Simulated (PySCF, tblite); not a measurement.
# C7H9N: a rotation path, then NMR shifts on frames

How do NMR shifts of C7H9N (`C=C(/C=C\C#N)CC`) change as the atoms move?

The runs use tblite 0.8.0 and PySCF 2.14.0, with density-fitted response routines of our own; the level of theory stands in each step. All values are computed, except where a source is named. Atoms count from 0, in the outputs and in this text.

## (1) Starting geometry

17 atoms, charge 0, multiplicity 1; geometry from: GFN2-xTB.

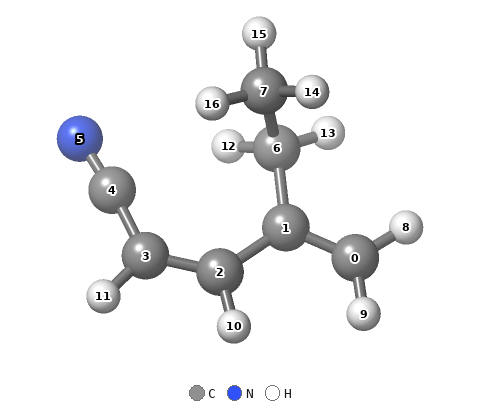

As it starts; carbon grey, nitrogen blue, hydrogen white, atoms numbered.

## (2) The rotation path with GFN2-xTB

What the job is given:

```
{"job": {"kind": "neb", "xc": "GFN2-xTB", "basis": "xTB", "atoms": [2, 1, 6, 7], "turn": 120}, "charge": 0, "multiplicity": 1}
C      0.096991    -1.052018     1.972656
C     -0.181749    -0.480035     0.796562
C     -1.181587     0.568270     0.756106
C     -1.673106     1.236382    -0.301156
C     -1.333301     1.089257    -1.654827
N     -1.119383     1.040643    -2.782889
C      0.553018    -0.889486    -0.448376
C      1.684500     0.091906    -0.759850
H      0.825404    -1.839905     2.057269
H     -0.394826    -0.758299     2.885066
H     -1.589448     0.829336     1.725944
H     -2.433686     1.993186    -0.142763
H     -0.131582    -0.932438    -1.295546
H      0.975180    -1.885533    -0.302319
H      2.381513     0.142007     0.074323
H      2.223007    -0.230302    -1.647174
H      1.292055     1.089059    -0.942936
```

Method: GFN2-xTB climbing-image nudged elastic band, gas phase.

Started as:

```console
$ OMP_NUM_THREADS=1 python probes_run.py task.json out
```

The driver reads the jobs from task.json and runs them one after another.

Log:

```text
image   E - E0 / eV
  0       0.0000
  1       0.0193
  2       0.0476
  3       0.0717
  4       0.0835
  5       0.0749
  6       0.0500
  7       0.0284
  8       0.0171
```

Run time: 22 s. Hardware: 1 thread, shared host.

The final band, with the dihedral C2–C1–C6–C7:

| image | dihedral (°) | energy (eV) | energy (kcal/mol) |
| --- | --- | --- | --- |
| 0 | 80 | 0.000 | 0.0 |
| 1 | 93 | 0.019 | 0.4 |
| 2 | 105 | 0.048 | 1.1 |
| 3 | 119 | 0.072 | 1.7 |
| 4 | 132 | 0.084 | 1.9 |
| 5 | 145 | 0.075 | 1.7 |
| 6 | 158 | 0.050 | 1.2 |
| 7 | 171 | 0.028 | 0.7 |
| 8 | 183 | 0.017 | 0.4 |

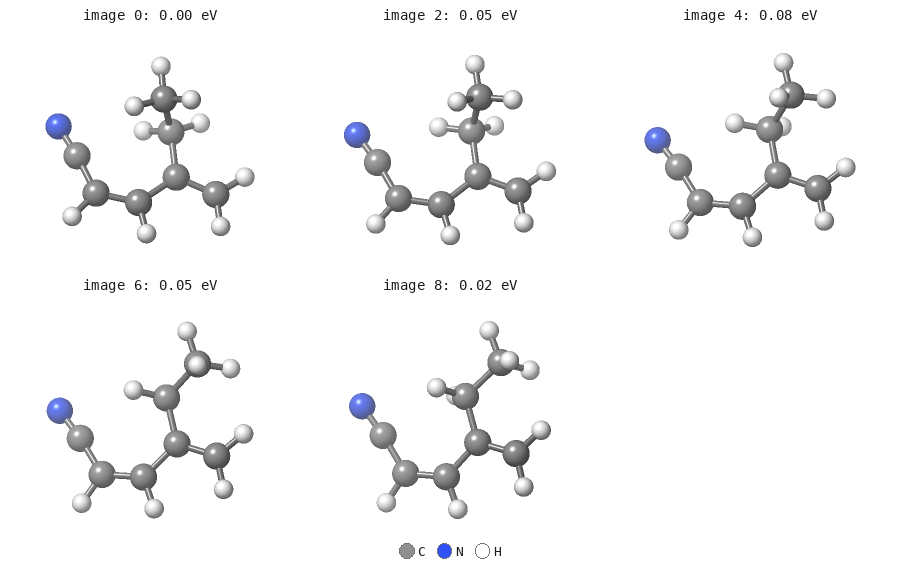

Images along the band.

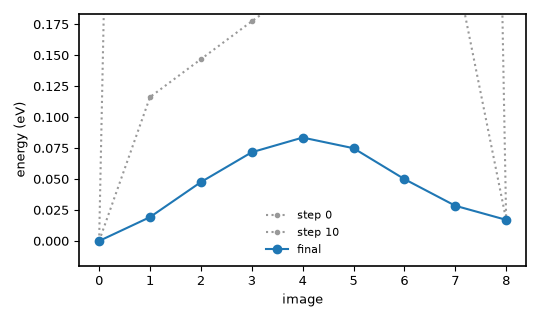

Energy along the band, early and final.

## (3) NMR shieldings: image 0, PBE0/pcSseg-1

What the job is given:

```
{"job": {"kind": "nmr", "xc": "PBE0", "basis": "pcSseg-1", "pop": false}, "charge": 0, "multiplicity": 1}
C      0.097000    -1.052000     1.972700
C     -0.181700    -0.480000     0.796600
C     -1.181600     0.568300     0.756100
C     -1.673100     1.236400    -0.301200
C     -1.333300     1.089300    -1.654800
N     -1.119400     1.040600    -2.782900
C      0.553000    -0.889500    -0.448400
C      1.684500     0.091900    -0.759800
H      0.825400    -1.839900     2.057300
H     -0.394800    -0.758300     2.885100
H     -1.589400     0.829300     1.725900
H     -2.433700     1.993200    -0.142800
H     -0.131600    -0.932400    -1.295500
H      0.975200    -1.885500    -0.302300
H      2.381500     0.142000     0.074300
H      2.223000    -0.230300    -1.647200
H      1.292100     1.089100    -0.942900
```

Level: GIAO PBE0/pcSseg-1 NMR shielding, non-relativistic, gas phase.

Log:

```text
coarse grid: 14248 points
cycle   1  E = -326.3135711930  dE =  1.036e+00  |g| = 4.815e-01  |ddm| = 3.826e+00
cycle   2  E = -326.1966233031  dE =  1.169e-01  |g| = 8.801e-01  |ddm| = 1.238e+00
cycle   3  E = -326.3673280896  dE = -1.707e-01  |g| = 1.806e-01  |ddm| = 8.267e-01
cycle   4  E = -326.3747534146  dE = -7.425e-03  |g| = 3.870e-02  |ddm| = 1.592e-01
cycle   5  E = -326.3750713143  dE = -3.179e-04  |g| = 1.304e-02  |ddm| = 4.401e-02
cycle   6  E = -326.3751092578  dE = -3.794e-05  |g| = 4.316e-03  |ddm| = 1.297e-02
cycle   7  E = -326.3751136317  dE = -4.374e-06  |g| = 1.158e-03  |ddm| = 4.262e-03
final grid: 137800 points
cycle   8  E = -326.4229381704  dE = -4.547e-05  |g| = 7.845e-03  |ddm| = 4.139e-02
cycle   9  E = -326.4229362873  dE =  1.883e-06  |g| = 8.431e-03  |ddm| = 1.401e-02
cycle  10  E = -326.4229533974  dE = -1.711e-05  |g| = 1.711e-03  |ddm| = 7.408e-03
cycle  11  E = -326.4229540183  dE = -6.209e-07  |g| = 5.444e-04  |ddm| = 1.561e-03
cycle  12  E = -326.4229540810  dE = -6.270e-08  |g| = 1.060e-04  |ddm| = 4.864e-04
cycle  13  E = -326.4229540834  dE = -2.455e-09  |g| = 3.914e-05  |ddm| = 1.307e-04
cycle  14  E = -326.4229540838  dE = -3.350e-10  |g| = 1.590e-05  |ddm| = 4.898e-05
converged SCF energy = -326.4229540838

GIAO shielding tensors (ppm)
atom      isotropic    diamagn.    paramagn.     s11        s22        s33       span
  0 C       52.196     252.961    -200.766    -48.319     63.391    141.515    189.834
  1 C       28.394     260.572    -232.178    -87.050     12.677    159.555    246.605
  2 C       29.648     253.005    -223.357    -90.110     32.673    146.380    236.490
  3 C       87.167     255.182    -168.015     -2.475    100.298    163.677    166.152
  4 C       63.793     261.100    -197.306    -53.281    -47.352    292.014    345.295
  5 N      -64.546     339.976    -404.522   -212.479   -187.061    205.902    418.381
  6 C      156.515     248.342     -91.827    144.528    155.309    169.708     25.180
  7 C      167.488     249.083     -81.595    151.835    166.721    183.909     32.074
  8 H       25.989      31.621      -5.633     22.552     24.968     30.445      7.893
  9 H       26.125      31.284      -5.159     23.039     25.350     29.987      6.949
 10 H       24.916      31.783      -6.867     22.735     23.352     28.661      5.925
 11 H       26.357      26.975      -0.619     22.369     27.916     28.785      6.416
 12 H       28.073      33.839      -5.766     24.160     27.187     32.870      8.710
 13 H       29.472      32.440      -2.969     25.370     28.063     34.982      9.611
 14 H       30.892      31.243      -0.351     26.857     29.250     36.567      9.710
 15 H       30.277      30.448      -0.171     26.609     26.898     37.323     10.714
 16 H       30.072      32.704      -2.633     25.357     30.133     34.726      9.368
```

It took 80 s on 1 thread, shared host.

The references, computed at this level on geometries of the same kind, shield at (ppm): 1H TMS 31.72, 13C TMS 186.9, 15N NH3 267.7. Their shielding less the atom's gives the shift. The references are single molecules in the gas phase, so shifts against H2O, NH3, PH3, H3PO4 or CFCl3 are not on the usual liquid scales and can be off by tens of ppm. Each atom is listed at this fixed geometry, with no averaging over motion; a spectrum would average atoms that exchange fast.

| atoms | environment | σ (ppm) | δ (ppm) |
| --- | --- | --- | --- |
| C1 | fully substituted alkene carbon | 28.4 | 158.5 |
| C2 | alkene CH | 29.6 | 157.3 |
| C0 | terminal =CH2 carbon | 52.2 | 134.7 |
| C4 | nitrile carbon | 63.8 | 123.1 |
| C3 | alkene CH | 87.2 | 99.8 |
| C6 | allylic sp3 CH2 | 156.5 | 30.4 |
| C7 | methyl carbon | 167.5 | 19.4 |
| H10 | hydrogen on an alkene CH | 24.92 | 6.80 |
| H8 | hydrogen on a terminal =CH2 carbon | 25.99 | 5.73 |
| H9 | hydrogen on a terminal =CH2 carbon | 26.13 | 5.59 |
| H11 | hydrogen on an alkene CH | 26.36 | 5.36 |
| H12 | hydrogen on an allylic sp3 CH2 | 28.07 | 3.64 |
| H13 | hydrogen on an allylic sp3 CH2 | 29.47 | 2.25 |
| H16 | hydrogen on a methyl carbon | 30.07 | 1.65 |
| H15 | hydrogen on a methyl carbon | 30.28 | 1.44 |
| H14 | hydrogen on a methyl carbon | 30.89 | 0.83 |
| N5 | nitrile nitrogen | -64.5 | 332.3 |

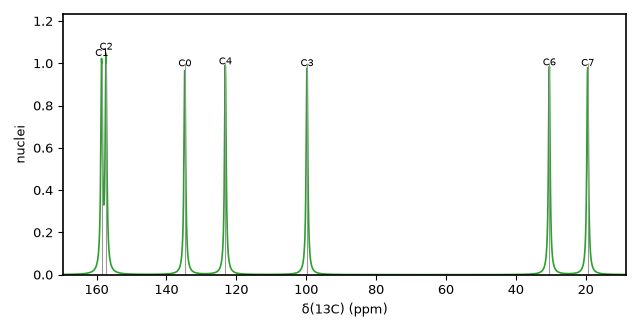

13C lines at the computed shifts, without couplings. Lines are broadened to a width of 0.56 ppm (Lorentzian).

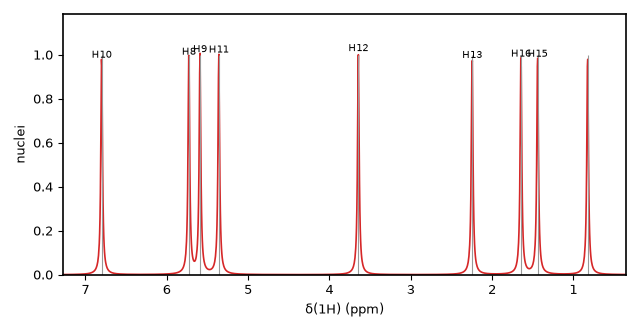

1H lines at the computed shifts, without couplings. Lines are broadened to a width of 0.02 ppm (Lorentzian).

## (4) NMR shieldings: image 2, PBE0/pcSseg-1

What the job is given:

```
{"job": {"kind": "nmr", "xc": "PBE0", "basis": "pcSseg-1", "pop": false}, "charge": 0, "multiplicity": 1}
C      0.209700    -0.883200     1.906600
C     -0.180500    -0.377000     0.731200
C     -1.281600     0.563300     0.716600
C     -1.891000     1.162200    -0.321100
C     -1.622800     1.037900    -1.693000
N     -1.491700     1.007600    -2.834700
C      0.544100    -0.761300    -0.530900
C      1.917100    -0.089400    -0.590000
H      1.018500    -1.590600     1.970200
H     -0.260800    -0.611500     2.836600
H     -1.667700     0.800600     1.701500
H     -2.714800     1.840100    -0.125600
H     -0.033100    -0.475000    -1.407000
H      0.673500    -1.845500    -0.554300
H      2.526700    -0.391500     0.258800
H      2.433400    -0.367900    -1.505100
H      1.813800     0.993300    -0.569900
```

Method: GIAO PBE0/pcSseg-1 NMR shielding, non-relativistic, gas phase.

Log:

```text
coarse grid: 14248 points
cycle   1  E = -326.3109372263  dE =  1.036e+00  |g| = 4.825e-01  |ddm| = 3.832e+00
cycle   2  E = -326.1924804896  dE =  1.185e-01  |g| = 8.846e-01  |ddm| = 1.235e+00
cycle   3  E = -326.3648753703  dE = -1.724e-01  |g| = 1.796e-01  |ddm| = 8.303e-01
cycle   4  E = -326.3722499166  dE = -7.375e-03  |g| = 3.876e-02  |ddm| = 1.597e-01
cycle   5  E = -326.3725726538  dE = -3.227e-04  |g| = 1.275e-02  |ddm| = 4.477e-02
cycle   6  E = -326.3726098777  dE = -3.722e-05  |g| = 3.972e-03  |ddm| = 1.291e-02
cycle   7  E = -326.3726134606  dE = -3.583e-06  |g| = 1.221e-03  |ddm| = 4.049e-03
final grid: 137800 points
cycle   8  E = -326.4204139117  dE = -4.325e-05  |g| = 7.729e-03  |ddm| = 4.252e-02
cycle   9  E = -326.4204128065  dE =  1.105e-06  |g| = 8.111e-03  |ddm| = 1.353e-02
cycle  10  E = -326.4204291159  dE = -1.631e-05  |g| = 1.122e-03  |ddm| = 6.924e-03
cycle  11  E = -326.4204293600  dE = -2.440e-07  |g| = 5.559e-04  |ddm| = 1.244e-03
cycle  12  E = -326.4204294261  dE = -6.607e-08  |g| = 1.172e-04  |ddm| = 4.823e-04
cycle  13  E = -326.4204294289  dE = -2.808e-09  |g| = 3.772e-05  |ddm| = 1.270e-04
cycle  14  E = -326.4204294292  dE = -3.067e-10  |g| = 1.535e-05  |ddm| = 4.475e-05
converged SCF energy = -326.4204294292

GIAO shielding tensors (ppm)
atom      isotropic    diamagn.    paramagn.     s11        s22        s33       span
  0 C       50.298     253.632    -203.334    -55.890     59.085    147.699    203.588
  1 C       27.578     260.808    -233.230    -87.618     11.043    159.309    246.927
  2 C       29.556     253.021    -223.465    -89.564     32.791    145.441    235.005
  3 C       87.799     254.376    -166.578     -0.976    100.342    164.031    165.007
  4 C       64.317     260.860    -196.543    -53.479    -46.994    293.424    346.903
  5 N      -68.221     340.057    -408.278   -213.080   -186.962    195.380    408.459
  6 C      161.384     248.200     -86.815    148.726    163.345    172.082     23.356
  7 C      166.421     248.246     -81.824    146.587    167.392    185.285     38.699
  8 H       25.905      31.923      -6.018     22.015     24.893     30.808      8.793
  9 H       25.907      31.536      -5.628     22.680     25.398     29.645      6.965
 10 H       24.921      31.664      -6.743     22.655     23.319     28.789      6.135
 11 H       26.387      26.537      -0.150     22.431     27.888     28.844      6.413
 12 H       27.628      34.925      -7.297     21.751     25.604     35.529     13.778
 13 H       29.517      32.058      -2.541     25.959     27.342     35.249      9.290
 14 H       30.773      31.219      -0.445     26.553     29.523     36.244      9.691
 15 H       30.342      29.974       0.368     26.108     27.408     37.508     11.400
 16 H       30.450      31.646      -1.197     26.288     29.555     35.505      9.217
```

Run time: 76 s. Hardware: 1 thread, shared host.

Key values: δ C1 159.3, C2 157.4, C0 136.6, C4 122.6, H10 6.80, H8 5.81 ppm.

(Part 1 of 2 ends here.)
